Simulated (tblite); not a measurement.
# Geometry relaxation of C8H16Si (part 2 of 2)

Continued. System: C8H16Si, SMILES C=C(C)[C@@]1(C)CCC[SiH2]1. Method: GFN2-xTB geometry optimisation, gas phase (tblite 0.8.0). It belongs to a series of runs on one base structure; here: constitutional isomer.

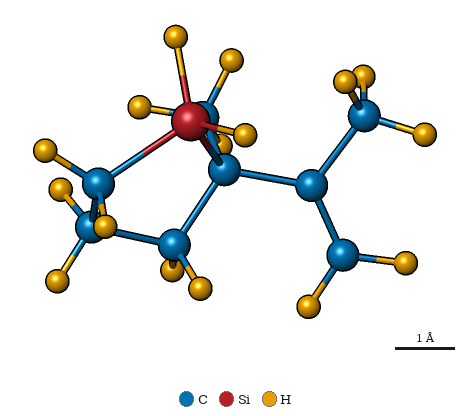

The geometry at step 107 of the log (ball-and-stick view, seen at a tilt).

### Trajectory as extended XYZ, continued
```
25
Properties=species:S:1:pos:R:3:forces:R:3 step=58 energy=-734.47475
C     2.0514   -0.5358    1.4211    0.0280  -0.0200  -0.0070
C     1.5648    0.0175    0.3191    0.0360  -0.0140   0.0040
C     2.4516    0.8870   -0.5272   -0.0190  -0.0060  -0.0040
C     0.1536   -0.1772   -0.1755    0.0430   0.0060   0.0180
C     0.1943   -0.9785   -1.4853    0.0020   0.0100   0.0090
C    -0.7326   -0.9169    0.8432    0.0180   0.0010  -0.0060
C    -2.2027   -0.6891    0.5057    0.0150  -0.0040  -0.0110
C    -2.4220    0.8161    0.3443   -0.0010   0.0050   0.0350
Si   -0.8179    1.4652   -0.4473   -0.0220  -0.0070   0.0240
H     1.4888   -1.1844    2.0674   -0.0130  -0.0020  -0.0160
H     3.0719   -0.3666    1.7241    0.0120   0.0180  -0.0010
H     2.0226    1.8828   -0.6302    0.0030   0.0020  -0.0160
H     3.4415    0.9743   -0.0835   -0.0450   0.0100   0.0000
H     2.5661    0.4697   -1.5255    0.0000  -0.0010  -0.0050
H     0.6964   -1.9335   -1.3336    0.0130  -0.0130   0.0250
H    -0.8125   -1.1748   -1.8426   -0.0290  -0.0320  -0.0150
H     0.7169   -0.4366   -2.2683    0.0240   0.0150  -0.0070
H    -0.4962   -1.9830    0.8686   -0.0130  -0.0110  -0.0230
H    -0.5432   -0.5052    1.8364   -0.0450   0.0180   0.0050
H    -2.4529   -1.1996   -0.4248   -0.0230  -0.0230  -0.0250
H    -2.8431   -1.1035    1.2875   -0.0090   0.0010  -0.0030
H    -2.5557    1.2628    1.3288   -0.0180   0.0470   0.0300
H    -3.3280    1.0272   -0.2207    0.0210  -0.0070  -0.0110
H    -0.2628    2.6012    0.2934    0.0050   0.0100   0.0110
H    -0.9612    1.8050   -1.8659    0.0170  -0.0050  -0.0100
25
Properties=species:S:1:pos:R:3:forces:R:3 step=66 energy=-734.47803
C     2.0696   -0.5491    1.4055   -0.0090  -0.0050   0.0130
C     1.5701    0.0173    0.3165   -0.0030   0.0020   0.0010
C     2.4444    0.8955   -0.5325   -0.0120  -0.0050  -0.0090
C     0.1551   -0.1750   -0.1684   -0.0020   0.0070  -0.0010
C     0.1971   -0.9865   -1.4727   -0.0080   0.0060   0.0050
C    -0.7374   -0.9135    0.8457    0.0110  -0.0010   0.0090
C    -2.2055   -0.6853    0.4992    0.0010  -0.0060  -0.0050
C    -2.4251    0.8211    0.3486    0.0080   0.0060  -0.0080
Si   -0.8169    1.4688   -0.4371    0.0070   0.0100  -0.0020
H     1.5056   -1.1996    2.0485   -0.0040  -0.0200   0.0000
H     3.0925   -0.3835    1.7036   -0.0070   0.0110  -0.0090
H     1.9920    1.8772   -0.6622    0.0010   0.0130   0.0010
H     3.4236    1.0140   -0.0751   -0.0100   0.0230   0.0000
H     2.5851    0.4649   -1.5216    0.0060  -0.0190  -0.0140
H     0.6836   -1.9470   -1.2999    0.0160   0.0140  -0.0110
H    -0.8078   -1.1766   -1.8415    0.0000  -0.0070  -0.0030
H     0.7381   -0.4590   -2.2539    0.0060  -0.0050   0.0060
H    -0.5023   -1.9797    0.8694   -0.0080  -0.0110   0.0060
H    -0.5641   -0.5008    1.8412    0.0230   0.0010   0.0150
H    -2.4504   -1.1881   -0.4375   -0.0110  -0.0070  -0.0140
H    -2.8506   -1.1098    1.2718   -0.0070   0.0150   0.0090
H    -2.5661    1.2712    1.3320   -0.0120  -0.0100  -0.0050
H    -3.3255    1.0304   -0.2255    0.0050   0.0130  -0.0010
H    -0.2742    2.6064    0.3138    0.0080  -0.0150  -0.0080
H    -0.9416    1.8108   -1.8589    0.0040  -0.0080   0.0250
25
Properties=species:S:1:pos:R:3:forces:R:3 step=74 energy=-734.47920
C     2.0743   -0.5590    1.3968    0.0030  -0.0050   0.0040
C     1.5690    0.0169    0.3157    0.0030   0.0060   0.0050
C     2.4376    0.9011   -0.5341   -0.0020   0.0020   0.0010
C     0.1530   -0.1758   -0.1641    0.0030   0.0100  -0.0100
C     0.1978   -0.9862   -1.4685    0.0020  -0.0040  -0.0010
C    -0.7395   -0.9134    0.8504    0.0110   0.0000   0.0000
C    -2.2075   -0.6835    0.5013    0.0010   0.0040   0.0070
C    -2.4266    0.8225    0.3449    0.0120   0.0170  -0.0060
Si   -0.8136    1.4704   -0.4292    0.0020   0.0150  -0.0180
H     1.5170   -1.2226    2.0328   -0.0030   0.0020  -0.0010
H     3.0976   -0.3903    1.6907    0.0030   0.0010   0.0050
H     1.9714    1.8730   -0.6865   -0.0170  -0.0030  -0.0070
H     3.4077    1.0486   -0.0659   -0.0020   0.0000   0.0100
H     2.6020    0.4552   -1.5134    0.0030  -0.0050   0.0000
H     0.6779   -1.9488   -1.2898    0.0040  -0.0010  -0.0160
H    -0.8044   -1.1698   -1.8483    0.0050  -0.0030   0.0050
H     0.7531   -0.4639   -2.2430   -0.0120   0.0040   0.0000
H    -0.5076   -1.9804    0.8748   -0.0040  -0.0110  -0.0020
H    -0.5612   -0.5018    1.8460   -0.0020   0.0040   0.0040
H    -2.4545   -1.1917   -0.4322    0.0040  -0.0020  -0.0080
H    -2.8542   -1.0994    1.2766   -0.0110  -0.0110   0.0150
H    -2.5800    1.2714    1.3266   -0.0020   0.0100  -0.0010
H    -3.3202    1.0332   -0.2394    0.0010  -0.0040   0.0020
H    -0.2693    2.6094    0.3188    0.0000  -0.0260  -0.0020
H    -0.9307    1.8091   -1.8519   -0.0020   0.0040   0.0110
25
Properties=species:S:1:pos:R:3:forces:R:3 step=82 energy=-734.48008
C     2.0775   -0.5624    1.3948   -0.0020  -0.0060   0.0040
C     1.5678    0.0174    0.3179   -0.0030  -0.0150  -0.0070
C     2.4303    0.9044   -0.5343    0.0000  -0.0080   0.0040
C     0.1528   -0.1790   -0.1623   -0.0050  -0.0030  -0.0170
C     0.2010   -0.9874   -1.4680   -0.0050  -0.0070  -0.0130
C    -0.7408   -0.9147    0.8529    0.0070  -0.0040  -0.0030
C    -2.2088   -0.6803    0.5064    0.0030   0.0080  -0.0050
C    -2.4249    0.8255    0.3431   -0.0030   0.0180  -0.0070
Si   -0.8101    1.4686   -0.4295    0.0030   0.0120  -0.0030
H     1.5228   -1.2332    2.0254   -0.0020   0.0060   0.0080
H     3.1003   -0.3915    1.6894   -0.0020   0.0000   0.0010
H     1.9469    1.8642   -0.7090    0.0100  -0.0030  -0.0010
H     3.3918    1.0733   -0.0561    0.0010   0.0200   0.0000
H     2.6132    0.4440   -1.5038    0.0110   0.0000   0.0020
H     0.6901   -1.9473   -1.2984    0.0020   0.0070   0.0090
H    -0.8005   -1.1781   -1.8457   -0.0050  -0.0040   0.0070
H     0.7484   -0.4571   -2.2428   -0.0080   0.0060  -0.0010
H    -0.5157   -1.9831    0.8741    0.0120  -0.0100   0.0050
H    -0.5586   -0.5056    1.8489    0.0000   0.0020   0.0000
H    -2.4550   -1.1897   -0.4268   -0.0090  -0.0060  -0.0030
H    -2.8574   -1.0930    1.2826    0.0060  -0.0020   0.0000
H    -2.5854    1.2815    1.3202    0.0100   0.0010   0.0080
H    -3.3146    1.0339   -0.2473   -0.0150  -0.0050  -0.0070
H    -0.2558    2.5960    0.3273   -0.0060  -0.0020   0.0010
H    -0.9262    1.8178   -1.8499    0.0000  -0.0040   0.0160
25
Properties=species:S:1:pos:R:3:forces:R:3 step=90 energy=-734.48075
C     2.0776   -0.5664    1.3933    0.0020   0.0120   0.0110
C     1.5678    0.0137    0.3166   -0.0110  -0.0020   0.0000
C     2.4281    0.9043   -0.5347   -0.0080  -0.0080   0.0040
C     0.1526   -0.1814   -0.1640   -0.0080  -0.0050  -0.0100
C     0.2002   -0.9895   -1.4694    0.0000  -0.0050  -0.0110
C    -0.7415   -0.9166    0.8506    0.0020   0.0040   0.0080
C    -2.2095   -0.6777    0.5058    0.0000  -0.0040   0.0000
C    -2.4241    0.8287    0.3404   -0.0010  -0.0030   0.0060
Si   -0.8064    1.4691   -0.4268   -0.0010   0.0050  -0.0040
H     1.5253   -1.2359    2.0278   -0.0050   0.0070  -0.0130
H     3.0999   -0.3916    1.6872    0.0080  -0.0040   0.0030
H     1.9297    1.8522   -0.7299    0.0050   0.0000  -0.0080
H     3.3790    1.1012   -0.0462    0.0030  -0.0040   0.0040
H     2.6327    0.4335   -1.4950    0.0160  -0.0040   0.0010
H     0.7032   -1.9423   -1.3004    0.0020   0.0070  -0.0080
H    -0.8016   -1.1948   -1.8392    0.0020   0.0040   0.0120
H     0.7343   -0.4513   -2.2480    0.0010  -0.0040  -0.0050
H    -0.5168   -1.9856    0.8745   -0.0020   0.0040  -0.0120
H    -0.5582   -0.5075    1.8460    0.0020   0.0080   0.0140
H    -2.4600   -1.1876   -0.4261   -0.0040  -0.0060   0.0000
H    -2.8571   -1.0878    1.2843    0.0020  -0.0020  -0.0010
H    -2.5821    1.2874    1.3167   -0.0060  -0.0080   0.0090
H    -3.3148    1.0346   -0.2499    0.0050   0.0060   0.0000
H    -0.2476    2.5877    0.3395   -0.0080   0.0050   0.0010
H    -0.9217    1.8278   -1.8440    0.0040  -0.0020   0.0010
25
Properties=species:S:1:pos:R:3:forces:R:3 step=99 energy=-734.48146
C     2.0772   -0.5680    1.3908    0.0000  -0.0030  -0.0010
C     1.5677    0.0125    0.3141   -0.0070   0.0020   0.0070
C     2.4298    0.9031   -0.5354   -0.0030  -0.0070   0.0050
C     0.1523   -0.1809   -0.1663   -0.0040  -0.0020  -0.0050
C     0.1979   -0.9885   -1.4722    0.0010   0.0000  -0.0070
C    -0.7413   -0.9153    0.8492    0.0040  -0.0020   0.0060
C    -2.2104   -0.6773    0.5085    0.0020   0.0000  -0.0010
C    -2.4245    0.8288    0.3399    0.0020   0.0020   0.0010
Si   -0.8050    1.4713   -0.4231   -0.0070   0.0040   0.0000
H     1.5235   -1.2390    2.0222   -0.0020   0.0030  -0.0010
H     3.1005   -0.3973    1.6841   -0.0010   0.0030   0.0030
H     1.9158    1.8348   -0.7646    0.0080   0.0020  -0.0150
H     3.3622    1.1316   -0.0255    0.0070   0.0000  -0.0020
H     2.6724    0.4152   -1.4783    0.0040  -0.0080  -0.0010
H     0.7104   -1.9371   -1.3077   -0.0050   0.0060   0.0010
H    -0.8061   -1.2018   -1.8311    0.0070   0.0030  -0.0020
H     0.7216   -0.4477   -2.2563   -0.0010   0.0070   0.0060
H    -0.5164   -1.9839    0.8713    0.0000  -0.0060   0.0000
H    -0.5558   -0.5053    1.8440    0.0010   0.0000   0.0120
H    -2.4662   -1.1930   -0.4187    0.0020   0.0040  -0.0120
H    -2.8547   -1.0832    1.2919    0.0020  -0.0060   0.0020
H    -2.5872    1.2854    1.3166   -0.0020   0.0050  -0.0050
H    -3.3119    1.0367   -0.2550    0.0000  -0.0060   0.0080
H    -0.2500    2.5870    0.3504   -0.0020   0.0010  -0.0030
H    -0.9131    1.8361   -1.8395   -0.0030  -0.0020   0.0050
25
Properties=species:S:1:pos:R:3:forces:R:3 step=107 energy=-734.48217
C     2.0726   -0.5659    1.3911    0.0040  -0.0020  -0.0010
C     1.5659    0.0151    0.3133    0.0010   0.0040   0.0050
C     2.4352    0.8970   -0.5382    0.0080  -0.0030  -0.0150
C     0.1507   -0.1788   -0.1657   -0.0040   0.0090  -0.0080
C     0.1952   -0.9814   -1.4748    0.0030  -0.0030  -0.0020
C    -0.7398   -0.9163    0.8506    0.0010   0.0060  -0.0050
C    -2.2091   -0.6784    0.5109    0.0030  -0.0090  -0.0010
C    -2.4256    0.8279    0.3434   -0.0120  -0.0150   0.0060
Si   -0.8072    1.4738   -0.4190   -0.0130   0.0070  -0.0010
H     1.5163   -1.2371    2.0196    0.0020   0.0030   0.0110
H     3.0953   -0.3967    1.6864    0.0080   0.0030   0.0070
H     1.9201    1.8176   -0.8087   -0.0040  -0.0240   0.0090
H     3.3539    1.1483   -0.0132   -0.0090   0.0040  -0.0030
H     2.7076    0.3850   -1.4604   -0.0020  -0.0070  -0.0040
H     0.7147   -1.9268   -1.3156    0.0050   0.0000  -0.0020
H    -0.8082   -1.2023   -1.8310    0.0040   0.0140   0.0030
H     0.7114   -0.4330   -2.2585    0.0050   0.0020   0.0050
H    -0.5143   -1.9853    0.8706   -0.0020   0.0100  -0.0030
H    -0.5538   -0.5075    1.8462   -0.0020  -0.0040  -0.0030
H    -2.4636   -1.1906   -0.4191    0.0000   0.0000   0.0090
H    -2.8516   -1.0887    1.2938   -0.0020   0.0080  -0.0140
H    -2.5921    1.2863    1.3184    0.0080  -0.0040   0.0090
H    -3.3142    1.0303   -0.2509   -0.0010   0.0090  -0.0090
H    -0.2558    2.5907    0.3550    0.0060  -0.0030  -0.0020
H    -0.9146    1.8410   -1.8351   -0.0060  -0.0050   0.0080
25
Properties=species:S:1:pos:R:3:forces:R:3 step=115 energy=-734.48336
C     2.0703   -0.5573    1.3975   -0.0020   0.0040   0.0250
C     1.5648    0.0174    0.3161    0.0090  -0.0130  -0.0060
C     2.4430    0.8749   -0.5510   -0.0050   0.0210  -0.0170
C     0.1485   -0.1710   -0.1623    0.0040  -0.0100   0.0030
C     0.1990   -0.9665   -1.4754   -0.0030   0.0020  -0.0010
C    -0.7420   -0.9158    0.8489   -0.0010  -0.0090  -0.0070
C    -2.2111   -0.6802    0.5059    0.0060  -0.0100   0.0000
C    -2.4309    0.8269    0.3532   -0.0070  -0.0170   0.0040
Si   -0.8151    1.4806   -0.4070    0.0280  -0.0100  -0.0080
H     1.5119   -1.2200    2.0325   -0.0110   0.0040   0.0260
H     3.0930   -0.3884    1.6928    0.0130  -0.0050  -0.0100
H     1.9134    1.7661   -0.8817   -0.0030   0.0090  -0.0160
H     3.3384    1.1768   -0.0124   -0.0140  -0.0080   0.0020
H     2.7574    0.3229   -1.4369   -0.0110   0.0010   0.0160
H     0.7352   -1.9040   -1.3229   -0.0090   0.0080  -0.0090
H    -0.8030   -1.2009   -1.8264    0.0080   0.0080  -0.0080
H     0.7026   -0.4042   -2.2576    0.0020  -0.0090   0.0010
H    -0.5135   -1.9840    0.8602    0.0010  -0.0020   0.0090
H    -0.5572   -0.5142    1.8479   -0.0150  -0.0040  -0.0150
H    -2.4576   -1.1840   -0.4313   -0.0030   0.0120   0.0180
H    -2.8600   -1.1002    1.2789    0.0240   0.0070  -0.0080
H    -2.5941    1.2763    1.3329   -0.0020  -0.0060   0.0100
H    -3.3214    1.0314   -0.2372   -0.0050   0.0220  -0.0080
H    -0.2533    2.5920    0.3661    0.0000   0.0060   0.0040
H    -0.9294    1.8496   -1.8217   -0.0060   0.0010  -0.0020
25
Properties=species:S:1:pos:R:3:forces:R:3 step=123 energy=-734.48466
C     2.0661   -0.5412    1.4139   -0.0030   0.0010  -0.0030
C     1.5640    0.0175    0.3220    0.0040  -0.0100  -0.0120
C     2.4458    0.8549   -0.5616    0.0070   0.0110  -0.0130
C     0.1490   -0.1688   -0.1600   -0.0030  -0.0040   0.0010
C     0.2035   -0.9522   -1.4802    0.0000   0.0020   0.0000
C    -0.7432   -0.9214    0.8424   -0.0060   0.0000   0.0050
C    -2.2113   -0.6839    0.4983   -0.0040  -0.0070   0.0030
C    -2.4304    0.8250    0.3635   -0.0050  -0.0090   0.0060
Si   -0.8166    1.4831   -0.3976    0.0150  -0.0060  -0.0020
H     1.5043   -1.1867    2.0640   -0.0060   0.0100   0.0060
H     3.0933   -0.3804    1.6994   -0.0050   0.0130   0.0010
H     1.9120    1.7279   -0.9337    0.0050  -0.0070   0.0040
H     3.3294    1.1843   -0.0200   -0.0100   0.0030  -0.0010
H     2.7800    0.2739   -1.4215   -0.0050   0.0050   0.0140
H     0.7485   -1.8858   -1.3368   -0.0130  -0.0040  -0.0110
H    -0.7970   -1.1912   -1.8319    0.0070   0.0020  -0.0030
H     0.7005   -0.3787   -2.2582    0.0050  -0.0080  -0.0030
H    -0.5116   -1.9891    0.8526   -0.0040   0.0040  -0.0040
H    -0.5666   -0.5222    1.8432    0.0070  -0.0060   0.0050
H    -2.4584   -1.1776   -0.4433   -0.0030   0.0040   0.0010
H    -2.8579   -1.1117    1.2680   -0.0030  -0.0020  -0.0020
H    -2.5918    1.2609    1.3494    0.0110   0.0040   0.0100
H    -3.3216    1.0417   -0.2221   -0.0030  -0.0010  -0.0070
H    -0.2507    2.5952    0.3708    0.0020   0.0040   0.0020
H    -0.9500    1.8507   -1.8116    0.0110   0.0020   0.0030
25
Properties=species:S:1:pos:R:3:forces:R:3 step=132 energy=-734.48576
C     2.0605   -0.5232    1.4248   -0.0080   0.0220   0.0110
C     1.5621    0.0144    0.3209   -0.0050   0.0030  -0.0040
C     2.4467    0.8395   -0.5719    0.0040   0.0030  -0.0090
C     0.1481   -0.1738   -0.1613   -0.0100   0.0040   0.0040
C     0.2024   -0.9447   -1.4895    0.0000   0.0020   0.0130
C    -0.7447   -0.9297    0.8389   -0.0030  -0.0120  -0.0050
C    -2.2127   -0.6881    0.4972    0.0030  -0.0090  -0.0160
C    -2.4257    0.8223    0.3752   -0.0120  -0.0020   0.0110
Si   -0.8129    1.4830   -0.3857    0.0090  -0.0030  -0.0150
H     1.4935   -1.1487    2.0899    0.0150  -0.0110  -0.0050
H     3.0869   -0.3546    1.7083   -0.0060   0.0010   0.0130
H     1.9021    1.6854   -0.9873    0.0020  -0.0020  -0.0070
H     3.3087    1.2109   -0.0228   -0.0050  -0.0040   0.0070
H     2.8156    0.2344   -1.3997    0.0020   0.0040  -0.0070
H     0.7367   -1.8857   -1.3553   -0.0100  -0.0060   0.0070
H    -0.7978   -1.1704   -1.8517    0.0080   0.0110   0.0060
H     0.7120   -0.3680   -2.2572   -0.0090  -0.0070  -0.0010
H    -0.5142   -1.9971    0.8432    0.0020  -0.0120  -0.0010
H    -0.5666   -0.5357    1.8418    0.0010  -0.0070  -0.0100
H    -2.4591   -1.1701   -0.4501    0.0030  -0.0090  -0.0200
H    -2.8649   -1.1251    1.2578    0.0280   0.0250   0.0090
H    -2.5788    1.2511    1.3651   -0.0040   0.0090   0.0260
H    -3.3186    1.0466   -0.2043   -0.0100   0.0090  -0.0080
H    -0.2437    2.5954    0.3809    0.0010  -0.0140   0.0040
H    -0.9468    1.8562   -1.7981    0.0040   0.0030  -0.0030
25
Properties=species:S:1:pos:R:3:forces:R:3 step=140 energy=-734.48687
C     2.0530   -0.4959    1.4387    0.0070  -0.0080   0.0030
C     1.5598    0.0133    0.3190   -0.0040   0.0050   0.0070
C     2.4461    0.8267   -0.5837   -0.0040   0.0000   0.0100
C     0.1475   -0.1801   -0.1639   -0.0030   0.0080   0.0050
C     0.1998   -0.9413   -1.4965   -0.0020  -0.0010   0.0070
C    -0.7459   -0.9417    0.8305    0.0000  -0.0030   0.0000
C    -2.2127   -0.6909    0.4908    0.0030  -0.0030   0.0000
C    -2.4210    0.8219    0.3880   -0.0030  -0.0020  -0.0030
Si   -0.8093    1.4810   -0.3773    0.0100   0.0040  -0.0060
H     1.4896   -1.1164    2.1114   -0.0070   0.0010  -0.0060
H     3.0762   -0.3168    1.7270    0.0040   0.0090  -0.0020
H     1.8920    1.6451   -1.0388    0.0040   0.0140  -0.0060
H     3.2857    1.2349   -0.0269    0.0100   0.0090   0.0040
H     2.8489    0.2050   -1.3829   -0.0040  -0.0140   0.0000
H     0.7155   -1.8928   -1.3643    0.0020  -0.0050  -0.0020
H    -0.8008   -1.1461   -1.8688   -0.0050   0.0020   0.0030
H     0.7245   -0.3668   -2.2551    0.0020  -0.0120  -0.0080
H    -0.5189   -2.0101    0.8281    0.0020  -0.0040  -0.0110
H    -0.5668   -0.5569    1.8364   -0.0020   0.0010  -0.0020
H    -2.4595   -1.1624   -0.4622   -0.0100   0.0020   0.0030
H    -2.8648   -1.1306    1.2492    0.0090  -0.0030   0.0010
H    -2.5646    1.2403    1.3845    0.0030  -0.0020   0.0030
H    -3.3177    1.0562   -0.1818   -0.0040   0.0090  -0.0080
H    -0.2315    2.5838    0.3957    0.0030  -0.0040   0.0060
H    -0.9362    1.8646   -1.7879   -0.0120  -0.0020   0.0040
25
Properties=species:S:1:pos:R:3:forces:R:3 step=148 energy=-734.48725
C     2.0507   -0.4859    1.4442   -0.0020   0.0020   0.0010
C     1.5589    0.0170    0.3210   -0.0010  -0.0050  -0.0050
C     2.4478    0.8242   -0.5849   -0.0010  -0.0010   0.0020
C     0.1482   -0.1802   -0.1654   -0.0020   0.0020   0.0000
C     0.1991   -0.9411   -1.4981    0.0020   0.0010   0.0000
C    -0.7462   -0.9458    0.8249    0.0010  -0.0010   0.0000
C    -2.2133   -0.6920    0.4882    0.0030  -0.0010   0.0010
C    -2.4192    0.8217    0.3909    0.0010  -0.0030   0.0010
Si   -0.8078    1.4814   -0.3755   -0.0010  -0.0010   0.0000
H     1.4862   -1.1047    2.1177    0.0000   0.0020   0.0000
H     3.0721   -0.2999    1.7348   -0.0010  -0.0010   0.0000
H     1.8968    1.6394   -1.0497   -0.0020   0.0060  -0.0030
H     3.2867    1.2372   -0.0304    0.0030   0.0000   0.0060
H     2.8513    0.1931   -1.3765    0.0010  -0.0030  -0.0040
H     0.7111   -1.8947   -1.3664   -0.0010  -0.0040   0.0020
H    -0.8030   -1.1414   -1.8693    0.0010  -0.0040   0.0020
H     0.7254   -0.3707   -2.2585    0.0050   0.0010  -0.0040
H    -0.5198   -2.0145    0.8147    0.0010   0.0000   0.0000
H    -0.5674   -0.5670    1.8330    0.0010  -0.0030  -0.0010
H    -2.4652   -1.1605   -0.4649    0.0000   0.0040   0.0020
H    -2.8623   -1.1337    1.2482    0.0000   0.0040  -0.0020
H    -2.5576    1.2361    1.3899   -0.0030   0.0010   0.0010
H    -3.3172    1.0610   -0.1753    0.0020   0.0020  -0.0010
H    -0.2255    2.5791    0.4015   -0.0010  -0.0020  -0.0030
H    -0.9409    1.8661   -1.7851   -0.0050   0.0020   0.0050
```

### Key numbers

```tsv
quantity	value
outcome	converged
total energy	−734.4873 eV
hardware	1 CPU thread, shared host
wall time	5.5 s
peak memory	0.18 GiB
```
